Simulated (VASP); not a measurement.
# A VASP study of TiGe (RPBE + D4): structure first, properties next, part 3 of 5

What structure does TiGe take at this level, and what are its properties? The cell is invented: it takes the structure of COD entry 1539492, ZrC (space group 225 there), with all of its atoms replaced by other elements, volume scaled by an estimate. It may not be a known or stable phase.

VASP 6.6.1; RPBE with D4; plane waves and PAW (Ge_d, Ti_sv); invented cell.

So far. Step 3 (Relaxing cell and atoms (RPBE + D4)): It ends with forces that vanish by symmetry and a pressure of -0.01 GPa. Step 4 (Single point with fields (RPBE + D4)): In this run the pressure is 0.04 GPa, small enough to go on.

### 5. Bands along the symmetry lines (RPBE + D4)

Levels along the symmetry lines show where the bands peak and cross; KPOINTS_OPT computes them in the converged potential.

The input, INCAR:

```
SYSTEM = TiGe
PREC = Accurate
ENCUT = 410
EDIFF = 1E-06
NELM = 100
ISMEAR = 0
SIGMA = 0.05
LREAL = .FALSE.
ALGO = Normal
GGA = RP
IVDW = 13
NBANDS = 25
LORBIT = 11
LWAVE = .FALSE.
LCHARG = .FALSE.
```

The input, POSCAR:

```
TiGe
1.0
    0.0000000000      2.5739375758      2.5739375758
    2.5739375758      0.0000000000      2.5739375758
    2.5739375758      2.5739375758      0.0000000000
Ge Ti
1 1
Direct
    0.5000000000      0.5000000000      0.5000000000
    0.0000000000      0.0000000000      0.0000000000
```

The input, KPOINTS:

```
Automatic mesh
0
Gamma
8 8 8
0 0 0
```

The input, KPOINTS_OPT:

```
Line mode
16
Line-mode
Reciprocal
  0.00000000   0.00000000   0.00000000 GAMMA
  0.50000000   0.00000000   0.50000000 X

  0.50000000   0.00000000   0.50000000 X
  0.50000000   0.25000000   0.75000000 W

  0.50000000   0.25000000   0.75000000 W
  0.37500000   0.37500000   0.75000000 K

  0.37500000   0.37500000   0.75000000 K
  0.00000000   0.00000000   0.00000000 GAMMA

  0.00000000   0.00000000   0.00000000 GAMMA
  0.50000000   0.50000000   0.50000000 L

  0.50000000   0.50000000   0.50000000 L
  0.62500000   0.25000000   0.62500000 U

  0.62500000   0.25000000   0.62500000 U
  0.50000000   0.25000000   0.75000000 W

  0.50000000   0.25000000   0.75000000 W
  0.50000000   0.50000000   0.50000000 L

  0.50000000   0.50000000   0.50000000 L
  0.37500000   0.37500000   0.75000000 K

  0.62500000   0.25000000   0.62500000 U
  0.50000000   0.00000000   0.50000000 X
```

Potentials, in the order of the species: Ge_d and Ti_sv (PBE family, release 64).

Launch:

```console
mpirun -np 1 vasp_std
```

The program printed:

```text
[... set-up lines as in an earlier step ...]
 entering main loop
       N       E                     dE             d eps       ncg     rms          rms(c)
DAV:   1     0.196275575669E+03    0.19628E+03   -0.10621E+04  1785   0.212E+03
DAV:   2     0.670693549669E+01   -0.18957E+03   -0.18096E+03  1466   0.447E+02
DAV:   3    -0.140530245965E+02   -0.20760E+02   -0.20503E+02  1695   0.107E+02
DAV:   4    -0.147001747190E+02   -0.64715E+00   -0.64594E+00  1713   0.197E+01
DAV:   5    -0.147126196107E+02   -0.12445E-01   -0.12442E-01  1802   0.264E+00    0.113E+01
DAV:   6    -0.126693065448E+02    0.20433E+01   -0.64546E+00  1669   0.255E+01    0.392E+00
DAV:   7    -0.124599793734E+02    0.20933E+00   -0.12256E+00  1668   0.108E+01    0.225E+00
DAV:   8    -0.124860986169E+02   -0.26119E-01   -0.21678E-01  1910   0.445E+00    0.145E+00
DAV:   9    -0.124519591674E+02    0.34139E-01   -0.10790E-01  1539   0.293E+00    0.243E-01
DAV:  10    -0.124520221021E+02   -0.62935E-04   -0.37468E-03  1792   0.707E-01    0.677E-02
DAV:  11    -0.124519799895E+02    0.42113E-04   -0.24162E-04  1882   0.167E-01    0.280E-02
DAV:  12    -0.124519805343E+02   -0.54486E-06   -0.14772E-05  1594   0.348E-02    0.111E-02
DAV:  13    -0.124519789527E+02    0.15817E-05   -0.10742E-06  1407   0.102E-02    0.485E-03
DAV:  14    -0.124519790535E+02   -0.10085E-06   -0.74643E-07  1098   0.758E-03
   1 F= -.13630304E+02 E0= -.13629752E+02  d E =-.110479E-02
 Start KPOINTS_OPT (optional k-point list driver)
k-point batch [1-29\160]
       N       E                     dE             ncg
DAV:   1    -0.514731423100E+04   -0.24567E+05     1767
DAV:   2    -0.102435609616E+05   -0.50962E+04     1466
DAV:   3    -0.107849456883E+05   -0.54138E+03     1749
DAV:   5    -0.108003327759E+05   -0.32342E+00     1813
DAV:   6    -0.108003410131E+05   -0.82372E-02     1621
DAV:   7    -0.108003413800E+05   -0.36686E-03     1833
DAV:   8    -0.108003413979E+05   -0.17915E-04     1363
DAV:   9    -0.108003413989E+05   -0.98546E-06     1043
[...]
k-point batch [146-160\160]
       N       E                     dE             ncg
DAV:   1     0.990871622914E+04   -0.16551E+05      896
DAV:   2     0.703736033728E+04   -0.28714E+04      750
DAV:   3     0.672841580372E+04   -0.30894E+03      921
DAV:   4     0.671913766432E+04   -0.92781E+01      833
DAV:   5     0.671892784174E+04   -0.20982E+00      900
DAV:   6     0.671892147500E+04   -0.63667E-02      826
DAV:   7     0.671892117763E+04   -0.29737E-03      915
DAV:   8     0.671892116359E+04   -0.14044E-04      747
DAV:   9     0.671892116273E+04   -0.85158E-06      571
```

The job ended after 97 s (1 MPI rank of AMD EPYC 7R43, shared host; peak memory 0.12 GiB).

From OUTCAR (step 5):

```text
   k-points           NKPTS =     29   k-points in BZ     NKDIM =     29   number of bands    NBANDS=     25

   NELECT =      26.0000    total number of electrons

 E-fermi :   7.9909

 k-point     1 :       0.0000    0.0000    0.0000
  band No.  band energies     occupation
    ...
      6     -15.9481      2.00000
      7     -15.9064      2.00000
      8     -15.9064      2.00000
      9     -15.9064      2.00000
     10      -2.9057      2.00000
     11       8.1256      0.00014
     12       8.1256      0.00014
     13       8.1256      0.00014
     14       8.5568      0.00000
     15       8.5568      0.00000
    ...

  DFT-D4 for vdW energy calculation

  Edisp (eV):   -1.17832

  Total      -0.00962    -0.00962    -0.00962    -0.00000    -0.00000     0.00000
  in kB      -0.45202    -0.45202    -0.45202    -0.00000    -0.00000     0.00000
  external pressure =       -0.45 kB  Pullay stress =        0.00 kB

 POSITION                                       TOTAL-FORCE (eV/Angst)
 -----------------------------------------------------------------------------------
      2.57394      2.57394      2.57394         0.000000      0.000000     -0.000000
      0.00000      0.00000      0.00000        -0.000000     -0.000000      0.000000
 -----------------------------------------------------------------------------------
    total drift:                                0.000000     -0.000000      0.000000

  FREE ENERGIE OF THE ION-ELECTRON SYSTEM (eV)
  ---------------------------------------------------
  free  energy   TOTEN  =       -13.6303039293 eV

  energy  without entropy=      -13.6291991428  energy(sigma->0) =      -13.62975154

[... 9 parts as in an earlier step ...]

[... 7 further parts left out ...]
```

Spin-orbit coupling is off here; it would split degenerate levels.

This step gave:

| Quantity | Value |
| --- | --- |
| SCF cycles | 14 |
| bands | 25 |
| Fermi energy | 7.991 eV |
| pressure | -0.04520 GPa |

Electronic bands along the path, in eV, zero at the Fermi level; # counts the bands kept, so #1 is VASP's band 10:

```
    point      #1     #2     #3     #4    #5    #6    #7    #8
        Γ  -10.90   0.13   0.13   0.13  0.57  0.57  3.33  3.33
        X   -8.17  -3.65  -1.36   0.28  0.28  1.17  1.88  1.88
        W   -7.79  -2.96  -2.96  -2.09  1.77  1.77  1.88  2.29
        K   -7.88  -3.32  -3.07  -1.08  0.76  1.65  2.21  2.84
        Γ  -10.90   0.13   0.13   0.13  0.57  0.57  3.33  3.33
        L   -8.03  -5.12  -1.80  -1.80  1.50  1.50  2.24  5.59
        U   -7.88  -3.32  -3.07  -1.08  0.76  1.65  2.21  2.84
        W   -7.79  -2.96  -2.96  -2.09  1.77  1.77  1.88  2.29
        L   -8.03  -5.12  -1.80  -1.80  1.50  1.50  2.24  5.59
        K   -7.88  -3.32  -3.07  -1.08  0.76  1.65  2.21  2.84
jump to U   -7.88  -3.32  -3.07  -1.08  0.76  1.65  2.21  2.84
        X   -8.17  -3.65  -1.36   0.28  0.28  1.17  1.88  1.88
```

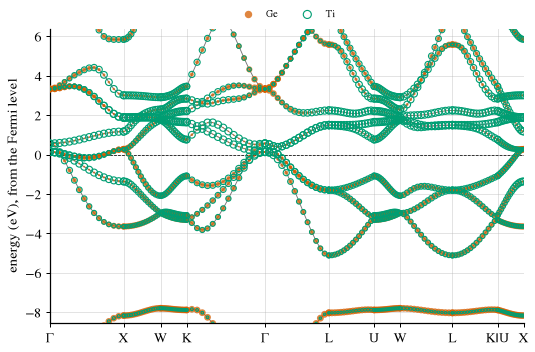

Electronic bands along the path; dots are coloured as in the legend, and their area grows with the weight.

There is no gap at this level.

### 6. Density of states (RPBE + D4)

A density of states needs more k-points than a total energy; ISMEAR = -5 takes tetrahedra, and LORBIT projects the states on the PAW spheres. The mesh is finer than in the run before.

Changes to INCAR since step 5:

```diff
@@ -5,3 +5,3 @@
 NELM = 100
-ISMEAR = 0
+ISMEAR = -5
 SIGMA = 0.05
@@ -15 +15,2 @@
 LCHARG = .FALSE.
+NEDOS = 2001
```

POSCAR is that of step 5.

The input, KPOINTS:

```
Automatic mesh
0
Gamma
11 11 11
0 0 0
```

Launch:

```console
mpirun -np 1 vasp_std
```

The program printed:

```text
[... set-up lines as in an earlier step ...]
 entering main loop
       N       E                     dE             d eps       ncg     rms          rms(c)
DAV:   1     0.194771384137E+03    0.19477E+03   -0.10601E+04  3399   0.212E+03
DAV:   2     0.640812147579E+01   -0.18836E+03   -0.17959E+03  2816   0.437E+02
DAV:   3    -0.140553196183E+02   -0.20463E+02   -0.20223E+02  3145   0.106E+02
DAV:   4    -0.147013603791E+02   -0.64604E+00   -0.64476E+00  3429   0.194E+01
DAV:   5    -0.147152177148E+02   -0.13857E-01   -0.13854E-01  3295   0.267E+00    0.113E+01
DAV:   6    -0.126680741708E+02    0.20471E+01   -0.66728E+00  3176   0.255E+01    0.391E+00
DAV:   7    -0.124624243575E+02    0.20565E+00   -0.12305E+00  3244   0.108E+01    0.225E+00
DAV:   8    -0.124869056018E+02   -0.24481E-01   -0.22909E-01  3832   0.450E+00    0.145E+00
DAV:   9    -0.124533586811E+02    0.33547E-01   -0.10877E-01  2982   0.289E+00    0.232E-01
DAV:  10    -0.124534450722E+02   -0.86391E-04   -0.37097E-03  3466   0.703E-01    0.680E-02
DAV:  11    -0.124534086133E+02    0.36459E-04   -0.22006E-04  3637   0.161E-01    0.299E-02
DAV:  12    -0.124534043629E+02    0.42503E-05   -0.13280E-05  3268   0.305E-02    0.107E-02
DAV:  13    -0.124534033291E+02    0.10338E-05   -0.92973E-07  2560   0.890E-03    0.488E-03
DAV:  14    -0.124534035481E+02   -0.21905E-06   -0.76518E-07  2026   0.737E-03
   1 F= -.13631728E+02 E0= -.13631728E+02  d E =0.000000E+00
 -----------------------------------------------------------------------------
|                                                                             |
|           W    W    AA    RRRRR   N    N  II  N    N   GGGG   !!!           |
|           W    W   A  A   R    R  NN   N  II  NN   N  G    G  !!!           |
|           W    W  A    A  R    R  N N  N  II  N N  N  G       !!!           |
|           W WW W  AAAAAA  RRRRR   N  N N  II  N  N N  G  GGG   !            |
|           WW  WW  A    A  R   R   N   NN  II  N   NN  G    G                |
|           W    W  A    A  R    R  N    N  II  N    N   GGGG   !!!           |
|                                                                             |
|     Tetrahedron method does not include variations of the Fermi             |
|     occupations, so forces and stress will be inaccurate. We suggest        |
|     using a different smearing scheme ISMEAR = 1 or 2 for metals in         |
|     relaxations.                                                            |
|                                                                             |
 -----------------------------------------------------------------------------
```

Wall time 49 s (1 MPI rank); peak memory 0.12 GiB.

From OUTCAR (step 6):

```text
   k-points           NKPTS =     56   k-points in BZ     NKDIM =     56   number of bands    NBANDS=     25

   NELECT =      26.0000    total number of electrons

 E-fermi :   8.0214

 k-point     1 :       0.0000    0.0000    0.0000
  band No.  band energies     occupation
    ...
      7     -15.8979      2.00000
      8     -15.8979      2.00000
      9     -15.8979      2.00000
     10      -2.9033      2.00000
     11       8.1171      1.63995
     12       8.1171     -0.58051
     13       8.1171      0.00000
     14       8.5463      0.00000
     15       8.5463      0.00000
     16      11.3236      0.00000
    ...

  DFT-D4 for vdW energy calculation

  Edisp (eV):   -1.17832

  Total       0.00889     0.00889     0.00889    -0.00000     0.00000    -0.00000
  in kB       0.41784     0.41784     0.41784    -0.00000     0.00000    -0.00000
  external pressure =        0.42 kB  Pullay stress =        0.00 kB

  FREE ENERGIE OF THE ION-ELECTRON SYSTEM (eV)
  ---------------------------------------------------
  free  energy   TOTEN  =       -13.6317284239 eV

  energy  without entropy=      -13.6317284239  energy(sigma->0) =      -13.63172842

[... 7 parts as in an earlier step ...]

[... 10 further parts left out ...]
```

With tetrahedra the forces and stress of a metal are not exact derivatives of the energy.

Numbers from this step:

| Quantity | Value |
| --- | --- |
| irreducible k-points | 56 |
| Fermi energy | 8.021 eV |
| pressure | 0.04178 GPa |
| DOS at the Fermi level | 0.4302 states/eV/cell |

The density of states has structure finer than the step of the table below, so its rows give means over 1 eV, whole bins alone (the curve runs from -12.0 to 5.77 eV). Peaks (eV: height): total -1.6: 5.61, 1.3: 4.20, 1.5: 7.78, 2.0: 7.15; Ti d -1.6: 2.43, 1.3: 3.33, 1.5: 6.62, 2.0: 5.48; Ge p -3.6: 0.989, -1.6: 1.37, 3.5: 0.355; Ge s -8.1: 1.74, -7.9: 1.99.

States under -12.0 eV and over 5.8 eV are left out. The density of states by energy, zero at the Fermi level; means over each step; values in states/eV/cell:

```
energy (eV)   total    Ti d     Ge p     Ge s
        -11  0.0382       0   1.6e-4   0.0177
        -10   0.258  9.0e-4  0.00308    0.123
         -9   0.549  0.0108  0.00766    0.284
         -8    1.15  0.0661  0.00508    0.671
         -7       0       0        0        0
         -6       0       0        0        0
         -5   0.131  0.0135   0.0322  0.00228
         -4    1.07   0.131    0.272   0.0257
         -3   0.985   0.189    0.239   0.0245
         -2    2.09   0.783    0.467   0.0102
         -1    1.48   0.661    0.318  0.00408
          0   0.723   0.396   0.0921  0.00132
          1    2.73    2.09   0.0887  0.00793
          2    2.69    2.02    0.128   0.0250
          3    1.55   0.873    0.204   0.0461
          4    1.19   0.568    0.218   0.0381
          5   0.868   0.360    0.149   0.0473
```

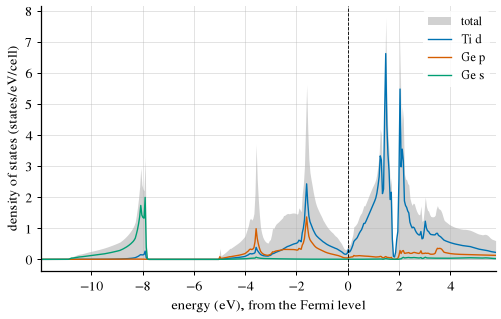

Density of states against energy.

The finer mesh and the other smearing move the Fermi level by +0.03 eV from the 8×8×8 run, a small shift, which tests the Fermi level alone. Of the states within 0.3 eV of the Fermi level, the largest shares in the PAW spheres are Ti d 54 % and Ge p 13 %. The rest lies in smaller channels or between the spheres.

### 7. Volume scan with RPBE + D4

An equation of state needs energies on both sides of the minimum, all on one mesh and cutoff.

The input, INCAR:

```
SYSTEM = TiGe
PREC = Accurate
ENCUT = 410
EDIFF = 1E-06
NELM = 100
ISMEAR = 0
SIGMA = 0.05
LREAL = .FALSE.
ALGO = Normal
GGA = RP
IVDW = 13
NBANDS = 19
LORBIT = 11
LWAVE = .FALSE.
LCHARG = .FALSE.
ISIF = 2
```

The input, POSCAR:

```
TiGe
1.0
    0.0000000000      2.5213934940      2.5213934940
    2.5213934940      0.0000000000      2.5213934940
    2.5213934940      2.5213934940      0.0000000000
Ge Ti
1 1
Direct
    0.5000000000      0.5000000000      0.5000000000
    0.0000000000      0.0000000000      0.0000000000
```

The input, KPOINTS:

```
Automatic mesh
0
Gamma
8 8 8
0 0 0
```

Launch:

```console
mpirun -np 1 vasp_std
```

The program printed:

```text
[... set-up lines as in an earlier step ...]
 entering main loop
       N       E                     dE             d eps       ncg     rms          rms(c)
DAV:   1     0.186152115455E+03    0.18615E+03   -0.11973E+04  1187   0.280E+03
DAV:   2     0.537121103340E+01   -0.18078E+03   -0.17719E+03  1102   0.494E+02
DAV:   3    -0.135197803353E+02   -0.18891E+02   -0.18578E+02  1234   0.132E+02
DAV:   4    -0.143812741851E+02   -0.86149E+00   -0.85753E+00  1570   0.266E+01
DAV:   5    -0.143971311653E+02   -0.15857E-01   -0.15856E-01  1341   0.300E+00    0.119E+01
DAV:   6    -0.124490664881E+02    0.19481E+01   -0.10380E+01  1231   0.335E+01    0.351E+00
DAV:   7    -0.123214236383E+02    0.12764E+00   -0.15129E+00  1241   0.138E+01    0.255E+00
DAV:   8    -0.123344324393E+02   -0.13009E-01   -0.19920E-01  1353   0.527E+00    0.996E-01
DAV:   9    -0.123207441112E+02    0.13688E-01   -0.56496E-02  1226   0.278E+00    0.208E-01
DAV:  10    -0.123212829734E+02   -0.53886E-03   -0.27123E-03  1447   0.700E-01    0.533E-02
DAV:  11    -0.123212612282E+02    0.21745E-04   -0.18290E-04  1445   0.202E-01    0.471E-02
DAV:  12    -0.123212525657E+02    0.86625E-05   -0.22389E-05  1248   0.419E-02    0.123E-02
DAV:  13    -0.123212515606E+02    0.10051E-05   -0.36842E-06  1013   0.155E-02    0.197E-03
DAV:  14    -0.123212518900E+02   -0.32942E-06   -0.26843E-07   635   0.559E-03
   1 F= -.13573787E+02 E0= -.13573538E+02  d E =-.498700E-03
```

The job ended after 28 s (1 MPI rank; peak memory 0.11 GiB).

From OUTCAR (step 7):

```text
   ENCUT  =  410.0 eV  30.13 Ry    5.49 a.u.   5.89  5.89  5.89*2*pi/ulx,y,z

   NELECT =      26.0000    total number of electrons

 E-fermi :   8.6793

 k-point     1 :       0.0000    0.0000    0.0000
  band No.  band energies     occupation
    ...
      6     -15.3107      2.00000
      7     -15.2634      2.00000
      8     -15.2634      2.00000
      9     -15.2634      2.00000
     10      -2.5568      2.00000
     11       8.7863      0.00247
     12       8.7863      0.00247
     13       8.7863      0.00247
     14       9.2977      0.00000
     15       9.2977      0.00000
    ...

  DFT-D4 for vdW energy calculation

  Edisp (eV):   -1.25254

  Total       1.61692     1.61692     1.61692     0.00000    -0.00000     0.00000
  in kB      80.80655    80.80655    80.80655     0.00000    -0.00000     0.00000
  external pressure =       80.81 kB  Pullay stress =        0.00 kB

 POSITION                                       TOTAL-FORCE (eV/Angst)
 -----------------------------------------------------------------------------------
      2.52139      2.52139      2.52139         0.000000      0.000000     -0.000000
      0.00000      0.00000      0.00000         0.000000      0.000000      0.000000
 -----------------------------------------------------------------------------------
    total drift:                                0.000000     -0.000000      0.000000

  FREE ENERGIE OF THE ION-ELECTRON SYSTEM (eV)
  ---------------------------------------------------
  free  energy   TOTEN  =       -13.5737871047 eV

  energy  without entropy=      -13.5732884043  energy(sigma->0) =      -13.57353775

[... 4 parts as in an earlier step ...]

[... 12 further parts left out ...]
```

The scan keeps the cell's shape and the fractional positions fixed.

This step gave:

| Item | Value |
| --- | --- |
| bands | 19 |
| irreducible k-points | 29 |
| free energy (TOTEN) | -13.57 eV |
| energy at zero smearing | -13.57 eV |
| Fermi energy | 8.679 eV |
| pressure | 8.081 GPa |

The pressure here is 8.08 GPa.

(Continued in part 4 of 5.)

[Lines on the potential files, build, host, timing and source positions are cut from VASP's logs without a mark.]

[Logs are printed without paths, hosts, clocks, repeated set-up lines and the standing remarks that a program may print on its own settings, such as how far it seeks lower states.]

[Hosts, paths, dates, database ids (printed as entryN), source tags and the programs' standing remarks are cut or masked in the printed files.]

[A measured line is paired with the nearest computed mode of its activity, which favours agreement.]
